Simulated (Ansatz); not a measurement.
Fields on a plane of ZnO (wurtzite)

```
CELL_PARAMETERS angstrom
      3.27960     0.00000     0.00000
     -1.63980     2.84021     0.00000
      0.00000     0.00000     5.29330
ATOMIC_POSITIONS crystal
  Zn 0.66667 0.33333 0.00215
  Zn 0.33333 0.66667 0.50215
  O  0.66667 0.33333 0.62305
  O  0.33333 0.66667 0.12305
```

The slice is a (-1 1 0 2) plane (indices of the conventional cell) through the point (0.333, 0.667, 0.123) (fractional), spanned by u = [110] and v = [1 -1 1] in vectors of this cell: u (3.28 Å) and v (7.76 Å, at 90° to u). It covers one period; positions are fractions (u, v).

Atoms on it: Zn at (0.50, 0.85), 0.2 Å off the plane; O at (0.00, 0.00). Other atoms lie within 1 Å of the plane.

Calculation: PBE (plane waves to 420 eV, PAW, scalar-relativistic; Ansatz, a quantum-chemistry and plane-wave program). k mesh 12×12×6. Inside the PAW spheres the values are not all-electron values, and peaks at nuclei hang on which shells count as valence. ZnO was relaxed with its symmetry unable to fall.

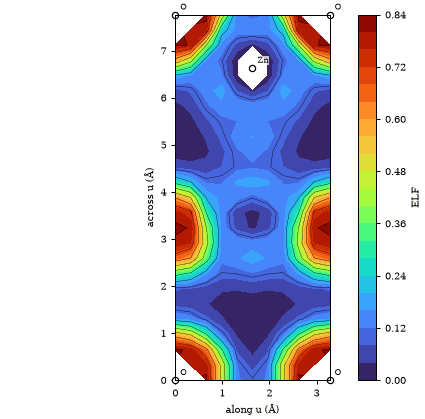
Electron localisation function (ELF), one period of the plane, atoms marked. Points within 0.4 Å of a nucleus are left white, as the pseudised field means little there.

```
|xxxxxx1100000011xxxx|
|xxxx2200xxxxxx0022xx|
|776600xxxxxxxxxx0066|
|886600xxxxxxxxxx0066|
|88773300xxxxxx003377|
|88885511000000115588|
|99998866554455668899|
|99999988888888889999|
|99999988888888889999|
|99998877554455778899|
|99997733000000337799|
|77775500xxxxxx005577|
|xx553300xxxxxx003355|
|xxxx2200xxxxxx0022xx|
|xxxx4400xxxxxx0044xx|
|88887755000000557788|
|99998877665566778899|
|88888888888888888888|
|88888899999999998888|
|88888899999999998888|
|77889999999999999988|
|xxxx77999999999977xx|
|xxxxxx8888888888xxxx|
|xxxxxx6655445566xxxx|
```
Scale: ten equal steps from 0.00 (start of '0') to 8.07 (end of '9'), in the order '0123456789'. Values: electrostatic potential energy of an electron, from the cell's mean, in eV. The map has 10 points along u (two characters each, u = 0 at the left) and 24 along v (v = 0 in the bottom row). Points within 0.8 Å of a nucleus are blanked (x), as the pseudised field means little there. Values under 0 eV are set to 0. The zero, the cell's mean, hangs on the PAW cores.
